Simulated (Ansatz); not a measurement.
# BH (triplet): from Hartree-Fock to the top rungs at distance B1–H2 = 1.938 Å, cc-pVQZ

How much of the correlation energy of BH (triplet) does each wave-function method recover here?

Method: cc-pVQZ, core rule «outside noble gas», up to 1 orbitals frozen; program: Ansatz 0.2.0, Gaussian basis.

To be run: UHF; CCSD(T) on ROHF; CCSD(T) on UHF; BCCD(T) on ROHF; CCSDT(Q) on ROHF; CCSDT(Q) on UHF; CASSCF and NEVPT2, 4 electrons in 5 orbitals; Full CI.

17 further runs of the same task are left out: 10 that didn't finish, 7 set aside as unsound or not needed.

### 1 The system

The geometry derives from a PBE0/def2-TZVP stationary point (not a proven minimum). One bond is set to the value named and the two fragments are kept rigid.

2 atoms, charge 0, spin multiplicity 3.

Atoms are counted from 1 here; the program's logs count them from 0.

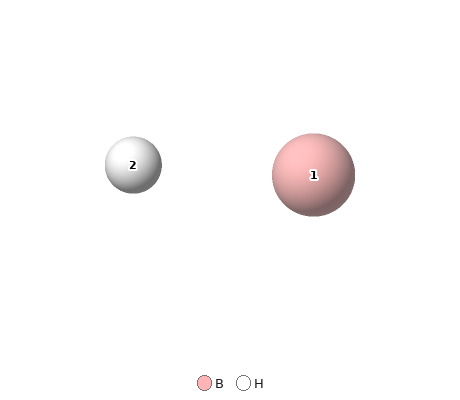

The geometry (boron pink, hydrogen white); atoms are numbered from 1 in the order of the file.

In the tables R marks a restricted open-shell determinant and U an unrestricted one; 'valence' is the active space of 4 electrons in 5 orbitals; energies count from the table's Hartree-Fock row.

### 2 UHF

in.yaml reads:

```yaml
crystal:
  periodic: [false, false, false]
  atoms:
    - {symbol: B, position_ang: [0.000000, 0.000000, 0.000000]}
    - {symbol: H, position_ang: [0.000000, 0.000000, 1.938000]}
basis:
  gaussian: {orbitals: cc-pVQZ}
magnetization: {spin_polarized: true, initial_magnetization: 2}
hamiltonian: {xc: hf}
output: {orbitals: {seedname: orbitals}}
```

Command:

```
> ansatz run in.yaml --threads 1 --pin off --events-out ev --progress --plain --max-ram 2393MiB
```

Output:

```text
Functional definition: HF
  name "HF"
  cite "Fock, Z. Phys. 61, 126 (1930) doi:10.1007/BF01340294"
  parent pbe
  exchange = exact_x
  correlation = 0
280 factors; their error is unknown
mean field evaluation 1: about -680.6439 eV, gradient 5.8e0 eV
mean field evaluation 2: about -681.1816 eV, gradient 3.0e0 eV
mean field evaluation 4: about -681.4279 eV, gradient 6.1e-1 eV
mean field evaluation 8: about -681.4507 eV, gradient 7.7e-2 eV
mean field evaluation 16: about -677.0294 eV, gradient 1.5e1 eV
mean field evaluation 32: about -681.1880 eV, gradient 3.4e0 eV
mean field -681.45001763 eV, -25.0428262445 hartree, gradient 7.0e-6 eV, S^2 2.116614; 0 other end points of the search recorded, 0 dependent functions left out
reference -681.45001763 eV, -25.0428262445 hartree; 4, 2 occupied and 81, 83 virtual orbitals, 280 factors
Total energy: -681.45001763 eV, -25.0428262445 hartree
```

Wall time 0.48 s (1 thread of Arm Neoverse N1, shared host).

From the report: ⟨S²⟩ of the determinant 2.117 (pure triplet: 2.00).

### 3 CCSD(T) on ROHF

in.yaml reads:

```yaml
crystal:
  periodic: [false, false, false]
  atoms:
    - {symbol: B, position_ang: [0.000000, 0.000000, 0.000000]}
    - {symbol: H, position_ang: [0.000000, 0.000000, 1.938000]}
basis:
  gaussian: {orbitals: cc-pVQZ}
magnetization: {spin_polarized: false, initial_magnetization: 2}
correlation: {method: ccsd_t, electrons: outside_noble_gas}
```

The command is unchanged.

Output (excerpt; [...] marks lines left out):

```text
Functional definition: HF
  name "HF"
  cite "Fock, Z. Phys. 61, 126 (1930) doi:10.1007/BF01340294"
  parent pbe
[...]
503 factors; integrals over basis functions are off by at most 7.6e-4 eV
[...]
mean field -681.08009792 eV, -25.0292319458 hartree, gradient 1.8e-6 eV, S^2 2.000000; 5 other end points of the search recorded, 0 dependent functions left out
[...]
determinant -681.08009792 eV, -25.0292319458 hartree, with singles and doubles -683.51712018 eV, -25.1187908621 hartree
determinant -679.68671093 eV, -24.9780259186 hartree, with singles and doubles -681.86550835 eV, -25.0580952466 hartree
1 core orbitals not correlated: weight in the atoms' cores, before any rotation towards them, 1.000 or more for the frozen orbitals, at most 0.000 for the correlated occupied ones
reference -681.08009792 eV, -25.0292319458 hartree; 3, 1 occupied and 81, 83 virtual orbitals, 503 factors
second order -1.55571987 eV of doubles, -0.11745497 eV of singles
cycle   1  -2.31647626 eV  change   -1.3e-1 eV  update   2.5e-2
[...]
cycle  12  -2.35966629 eV  change   -3.7e-6 eV  update   3.9e-6
perturbative correction -0.06965158 eV, -0.0025596484 hartree
Total energy: -683.50941579 eV, -25.1185077311 hartree
```

It took 4.8 s on 1 thread of Arm Neoverse N1, shared host; peak memory 0.31 GiB.

From the report: correlation -2.4293 eV; T1 0.079; largest double amplitude 0.13.

### 4 CCSD(T) on UHF

in.yaml, as its differences from that of step 3:

```diff
@@ -7,3 +7,3 @@
   gaussian: {orbitals: cc-pVQZ}
-magnetization: {spin_polarized: false, initial_magnetization: 2}
+magnetization: {spin_polarized: true, initial_magnetization: 2}
 correlation: {method: ccsd_t, electrons: outside_noble_gas}
```

Launched as before.

Output (excerpt; [...] marks lines left out):

```text
Functional definition: HF
  name "HF"
  cite "Fock, Z. Phys. 61, 126 (1930) doi:10.1007/BF01340294"
  parent pbe
[...]
503 factors; integrals over basis functions are off by at most 7.6e-4 eV
[...]
mean field -681.45002452 eV, -25.0428264977 hartree, gradient 2.0e-6 eV, S^2 2.116614; 5 other end points of the search recorded, 0 dependent functions left out
determinant -681.45002452 eV, -25.0428264977 hartree, with singles and doubles -683.49799895 eV, -25.1180881698 hartree
determinant -679.80757492 eV, -24.9824675881 hartree, with singles and doubles -681.86017594 eV, -25.0578992843 hartree
1 core orbitals not correlated: weight in the atoms' cores, before any rotation towards them, 1.000 or more for the frozen orbitals, at most 0.000 for the correlated occupied ones
reference -681.45002452 eV, -25.0428264977 hartree; 3, 1 occupied and 81, 83 virtual orbitals, 503 factors
second order -1.33619863 eV of doubles, -0.00000000 eV of singles
cycle   1  -1.96173335 eV  change   -1.6e-1 eV  update   2.4e-2
[...]
cycle  12  -1.99522096 eV  change    1.8e-6 eV  update   4.5e-6
perturbative correction -0.06387573 eV, -0.0023473899 hartree
Total energy: -683.50912122 eV, -25.1184969056 hartree
```

It took 4.7 s on 1 thread of Arm Neoverse N1, shared host; peak memory 0.32 GiB.

From the report: ⟨S²⟩ of the determinant 2.117 (pure triplet: 2.00); correlation -2.0591 eV; T1 0.047; largest double amplitude 0.12.

### 5 BCCD(T) on ROHF

in.yaml reads:

```yaml
crystal:
  periodic: [false, false, false]
  atoms:
    - {symbol: B, position_ang: [0.000000, 0.000000, 0.000000]}
    - {symbol: H, position_ang: [0.000000, 0.000000, 1.938000]}
basis:
  gaussian: {orbitals: cc-pVQZ}
magnetization: {spin_polarized: false, initial_magnetization: 2}
correlation: {method: bccd_t, electrons: outside_noble_gas}
```

The command is unchanged.

Output (excerpt; [...] marks lines left out):

```text
Functional definition: HF
  name "HF"
  cite "Fock, Z. Phys. 61, 126 (1930) doi:10.1007/BF01340294"
  parent pbe
[...]
503 factors; integrals over basis functions are off by at most 7.6e-4 eV
[...]
mean field -681.08009792 eV, -25.0292319458 hartree, gradient 1.8e-6 eV, S^2 2.000000; 5 other end points of the search recorded, 0 dependent functions left out
[...]
determinant -681.08009792 eV, -25.0292319458 hartree, with singles and doubles -683.51712018 eV, -25.1187908621 hartree
determinant -679.68671093 eV, -24.9780259186 hartree, with singles and doubles -681.86550835 eV, -25.0580952466 hartree
1 core orbitals not correlated: weight in the atoms' cores, before any rotation towards them, 1.000 or more for the frozen orbitals, at most 0.000 for the correlated occupied ones
reference -681.08009792 eV, -25.0292319458 hartree; 3, 1 occupied and 81, 83 virtual orbitals, 503 factors
second order -1.55571987 eV of doubles, -0.11745497 eV of singles
cycle   1  -2.35322298 eV  change   -1.7e-1 eV  update   3.3e-2
[...]
cycle  13  -2.35432785 eV  change   -1.5e-6 eV  update   3.2e-6
perturbative correction -0.07274062 eV, -0.0026731684 hartree
Total energy: -683.50716638 eV, -25.1184250668 hartree
```

It took 7 s on 1 thread of Arm Neoverse N1, shared host; peak memory 0.41 GiB.

From the report: correlation -2.4271 eV; largest double amplitude 0.13.

### 6 CCSDT(Q) on ROHF

in.yaml, as its differences from that of step 5:

```diff
@@ -8,2 +8,2 @@
 magnetization: {spin_polarized: false, initial_magnetization: 2}
-correlation: {method: bccd_t, electrons: outside_noble_gas}
+correlation: {method: ccsdt_q, electrons: outside_noble_gas}
```

Launched as before.

Output (excerpt; [...] marks lines left out):

```text
Functional definition: HF
  name "HF"
  cite "Fock, Z. Phys. 61, 126 (1930) doi:10.1007/BF01340294"
  parent pbe
[...]
974 factors; integrals over basis functions are off by at most 2.2e-7 eV
[...]
mean field -681.08009947 eV, -25.0292320029 hartree, gradient 1.9e-6 eV, S^2 2.000000; 5 other end points of the search recorded, 0 dependent functions left out
[...]
determinant -681.08009947 eV, -25.0292320029 hartree, with singles and doubles -683.51712581 eV, -25.1187910689 hartree
determinant -679.68671184 eV, -24.9780259520 hartree, with singles and doubles -681.86551379 eV, -25.0580954469 hartree
1 core orbitals not correlated: weight in the atoms' cores, before any rotation towards them, 1.000 or more for the frozen orbitals, at most 0.000 for the correlated occupied ones
reference -681.08009947 eV, -25.0292320029 hartree; 3, 1 occupied and 81, 83 virtual orbitals, 974 factors
second order -1.55572491 eV of doubles, -0.11745491 eV of singles
cycle   1  -2.00349625 eV  change   -3.3e-1 eV  update   7.2e-2
[...]
cycle  17  -2.44849386 eV  change    4.5e-8 eV  update   1.8e-7
perturbative correction -0.00130958 eV, -0.0000481261 hartree
Total energy: -683.52990290 eV, -25.1192606185 hartree
```

Run time: 1.8 min. Hardware: 1 thread of Arm Neoverse N1, shared host; peak memory 0.97 GiB.

From the report: correlation -2.4498 eV; T1 0.080; largest double amplitude 0.14.

### 7 CCSDT(Q) on UHF

in.yaml, as its differences from that of step 6:

```diff
@@ -7,3 +7,3 @@
   gaussian: {orbitals: cc-pVQZ}
-magnetization: {spin_polarized: false, initial_magnetization: 2}
+magnetization: {spin_polarized: true, initial_magnetization: 2}
 correlation: {method: ccsdt_q, electrons: outside_noble_gas}
```

Launched as before.

Output (excerpt; [...] marks lines left out):

```text
Functional definition: HF
  name "HF"
  cite "Fock, Z. Phys. 61, 126 (1930) doi:10.1007/BF01340294"
  parent pbe
[...]
974 factors; integrals over basis functions are off by at most 2.2e-7 eV
[...]
mean field -681.45002596 eV, -25.0428265507 hartree, gradient 1.2e-6 eV, S^2 2.116614; 5 other end points of the search recorded, 0 dependent functions left out
determinant -681.45002596 eV, -25.0428265507 hartree, with singles and doubles -683.49800472 eV, -25.1180883818 hartree
determinant -679.80757625 eV, -24.9824676369 hartree, with singles and doubles -681.86018107 eV, -25.0578994727 hartree
1 core orbitals not correlated: weight in the atoms' cores, before any rotation towards them, 1.000 or more for the frozen orbitals, at most 0.000 for the correlated occupied ones
reference -681.45002596 eV, -25.0428265507 hartree; 3, 1 occupied and 81, 83 virtual orbitals, 974 factors
second order -1.33620347 eV of doubles, -0.00000000 eV of singles
cycle   1  -1.63352582 eV  change   -3.0e-1 eV  update   6.7e-2
[...]
cycle  19  -2.07930511 eV  change    3.8e-7 eV  update   2.3e-7
perturbative correction -0.00116033 eV, -0.0000426412 hartree
Total energy: -683.53049140 eV, -25.1192822453 hartree
```

Wall time 1.9 min (1 thread of Arm Neoverse N1, shared host); peak memory 0.96 GiB.

From the report: ⟨S²⟩ of the determinant 2.117 (pure triplet: 2.00); correlation -2.0805 eV; T1 0.048; largest double amplitude 0.13.

### 8 CASSCF and NEVPT2, 4 electrons in 5 orbitals

in.yaml reads:

```yaml
crystal:
  periodic: [false, false, false]
  atoms:
    - {symbol: B, position_ang: [0.000000, 0.000000, 0.000000]}
    - {symbol: H, position_ang: [0.000000, 0.000000, 1.938000]}
basis:
  gaussian: {orbitals: cc-pVQZ}
magnetization: {spin_polarized: false, initial_magnetization: 2}
correlation: {method: sc_nevpt2, electrons: outside_noble_gas, active_space: {window: {electrons: 4, orbitals: 5}, shells: [{species: B, l: s, shell: 2}, {species: B, l: p, shell: 2}, {species: H, l: s, shell: 1}]}}
```

Launched as before.

Output:

```text
Functional definition: HF
  name "HF"
  cite "Fock, Z. Phys. 61, 126 (1930) doi:10.1007/BF01340294"
  parent pbe
  exchange = exact_x
  correlation = 0
974 factors; integrals over basis functions are off by at most 2.2e-7 eV
mean field evaluation 1: about -680.3037 eV, gradient 5.5e0 eV
mean field evaluation 2: about -680.3040 eV, gradient 5.5e0 eV
mean field evaluation 4: about -681.0420 eV, gradient 9.7e-1 eV
mean field evaluation 8: about -681.0788 eV, gradient 1.8e-1 eV
mean field evaluation 16: about -679.8235 eV, gradient 7.5e0 eV
mean field evaluation 32: about -681.0801 eV, gradient 1.9e-6 eV
mean field -681.08009947 eV, -25.0292320029 hartree, gradient 1.9e-6 eV, S^2 2.000000; 4 other end points of the search recorded, 0 dependent functions left out
reference -681.08009947 eV, -25.0292320029 hartree; 4, 2 occupied and 81, 83 virtual orbitals, 974 factors
state -682.30927676 eV, -25.0744034350 hartree
state -682.30927676 eV, -25.0744034350 hartree; corrected -683.23200233 eV, -25.1083129744 hartree
Total energy: -683.23200233 eV, -25.1083129744 hartree
Checks for a lower state left out: starts, orbital_swaps
```

Wall time 2.6 s (1 thread of Arm Neoverse N1, shared host).

From the report: 24 determinants; active occupations 1.88, 1.00, 0.99, 0.08, 0.04.

### 9 Full CI

in.yaml reads:

```yaml
crystal:
  periodic: [false, false, false]
  atoms:
    - {symbol: B, position_ang: [0.000000, 0.000000, 0.000000]}
    - {symbol: H, position_ang: [0.000000, 0.000000, 1.938000]}
basis:
  gaussian: {orbitals: cc-pVQZ}
magnetization: {spin_polarized: false, initial_magnetization: 2}
correlation: {method: fci, electrons: outside_noble_gas}
```

Same command.

Output:

```text
Functional definition: HF
  name "HF"
  cite "Fock, Z. Phys. 61, 126 (1930) doi:10.1007/BF01340294"
  parent pbe
  exchange = exact_x
  correlation = 0
974 factors; integrals over basis functions are off by at most 2.2e-7 eV
mean field evaluation 1: about -680.3037 eV, gradient 5.5e0 eV
mean field evaluation 2: about -680.3040 eV, gradient 5.5e0 eV
mean field evaluation 4: about -681.0420 eV, gradient 9.7e-1 eV
mean field evaluation 8: about -681.0788 eV, gradient 1.8e-1 eV
mean field evaluation 16: about -679.8235 eV, gradient 7.5e0 eV
mean field evaluation 32: about -681.0801 eV, gradient 1.9e-6 eV
mean field -681.08009947 eV, -25.0292320029 hartree, gradient 1.9e-6 eV, S^2 2.000000; 4 other end points of the search recorded, 0 dependent functions left out
1 core orbitals not correlated: weight in the atoms' cores, before any rotation towards them, 1.000 or more for the frozen orbitals, at most 0.000 for the correlated occupied ones
reference -681.08009947 eV, -25.0292320029 hartree; 3, 1 occupied and 81, 83 virtual orbitals, 974 factors
state -683.52998633 eV, -25.1192636845 hartree
Total energy: -683.52998633 eV, -25.1192636845 hartree
```

Run time: 67 s. Hardware: 1 thread of Arm Neoverse N1, shared host; peak memory 0.58 GiB.

From the report: 3,037,760 determinants, symmetry B1.

### 10 How many determinants matter

Natural occupations of the FCI state about the gap (report; correlated orbitals 1 to 10): 1.875, 0.990, 0.983, 0.067, 0.040, 0.009, 0.008, 0.006, 0.005, 0.005. The count of effectively unpaired electrons, Σ n²(2 − n)², is 2.08; a single determinant of this spin has 2.

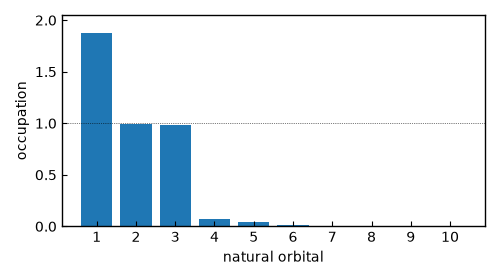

Natural occupations of the FCI state.

### 11 The ladder

The yardstick is full CI for this spin, exact in this basis with these frozen cores. Rows without a time come out of other runs: HF, MP2 and CCSD of CCSD(T), CCSDT of CCSDT(Q), CASSCF and MRCISD of the multireference runs.

Differences are taken before rounding.

```
        method  energy from the lowest RHF (meV)  from FCI (meV)     time
           RHF                               0.0         +2449.9         
           UHF                            -369.9         +2080.0         
          RMP2                           -1673.2          +776.7         
          UMP2                           -1706.1          +743.8         
         RCCSD                           -2359.7           +90.2         
         UCCSD                           -2365.1           +84.7         
      RCCSD(T)                           -2429.3           +20.6    4.8 s
      UCCSD(T)                           -2429.0           +20.9    4.7 s
       BCCD(T)                           -2427.1           +22.8      7 s
        RCCSDT                           -2448.5            +1.4         
        UCCSDT                           -2449.2            +0.7         
     RCCSDT(Q)                           -2449.8            +0.1  1.8 min
     UCCSDT(Q)                           -2450.4            -0.5  1.9 min
CASSCF valence                           -1229.2         +1220.7         
NEVPT2 valence                           -2151.9          +298.0    2.6 s
           FCI                           -2449.9               0     67 s
```

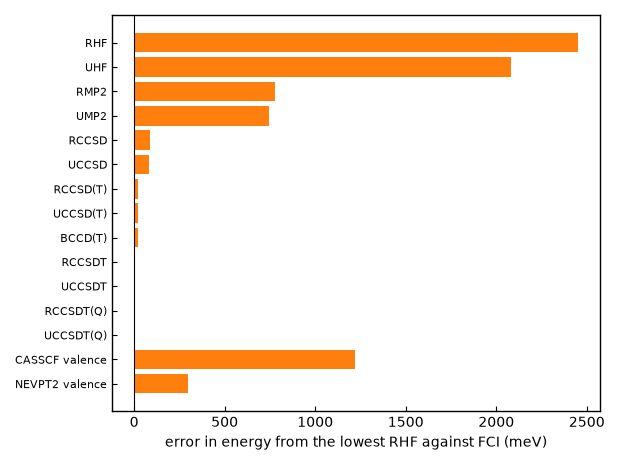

Deviations from FCI, method by method.

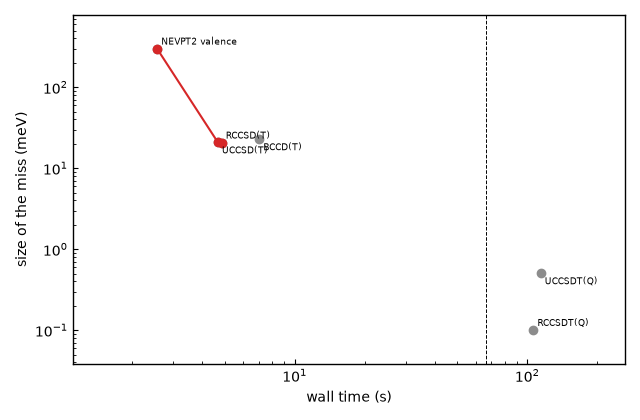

Miss against cost. Red marks the levels that no quicker level drawn beats (of those quicker than the yardstick), and the dashed line is the time of FCI. Misses under 0.1 meV are drawn at that value. Times are from a shared host.

### 12 Outcome

```
                         quantity                                                              value
         FCI below the RHF energy                                                         -2.4499 eV
                    RMP2 from FCI                                                         +776.7 meV
                    UMP2 from FCI                                                         +743.8 meV
                   RCCSD from FCI                                                          +90.2 meV
                RCCSD(T) from FCI                                                          +20.6 meV
                UCCSD(T) from FCI                                                          +20.9 meV
               RCCSDT(Q) from FCI                                                           +0.1 meV
               UCCSDT(Q) from FCI                                                           -0.5 meV
          NEVPT2 valence from FCI                                                         +298.0 meV
levels within 1 kcal/mol (43 meV)  RCCSD(T), UCCSD(T), BCCD(T), RCCSDT, UCCSDT, RCCSDT(Q), UCCSDT(Q)
                    T1 diagnostic                                                              0.079
   effectively unpaired electrons                                                               2.08
```

RCCSD(T) misses by +20.6 meV, 0.8 % of the correlation energy. The occupations are near whole numbers, but T1 = 0.079 shows that the orbitals relax strongly. These misses are within one basis, not against nature; the frozen cores of restricted and unrestricted runs differ, which can shift their rows.

RCCSD(T) reaches 20.6 meV from the reference in 4.8 s, where FCI took 67 s; the quickest level in the cost chart, NEVPT2 valence, takes 2.6 s and misses by 298.0 meV.
